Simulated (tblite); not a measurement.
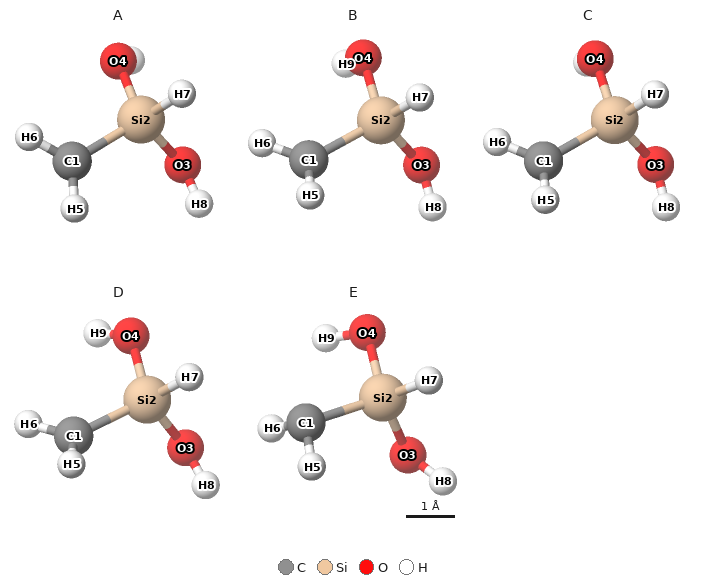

5 geometries from one relaxation of CH₅O₂Si (multiplicity 2), in shuffled order. The picture is a ball-and-stick view, seen at a tilt.

Level of theory: GFN2-xTB geometry optimisation, gas phase in tblite. 

Order the frames from highest to lowest energy.

Answer. E, D, B, C, A. They are steps 0, 18, 34, 42, 79, at +68.0 kJ/mol, +8.48 kJ/mol, +3.76 kJ/mol, +2.28 kJ/mol relative to the last. The energy falls by 68.0 kJ/mol in 79 geometry steps. The atom that moves furthest after the best rigid fit is H6 (1.04 Å). Largest moves by element: H 1.04 Å, O 0.35 Å, C 0.34 Å, Si 0.15 Å. Near-neighbour distances that change, for instance: Si2–O4 1.716 → 1.623 Å, O3–H8 1.000 → 0.951 Å, Si2–O3 1.687 → 1.638 Å, O4–H9 0.990 → 0.953 Å. Bond angles that change, for instance: Si2–C1–H6 108.2° → 121.7°, Si2–C1–H5 110.4° → 123.1°, Si2–O4–H9 108.7° → 118.6°. Groups turn about Si2–O4 by about 85°, Si2–O3 by about 45°.
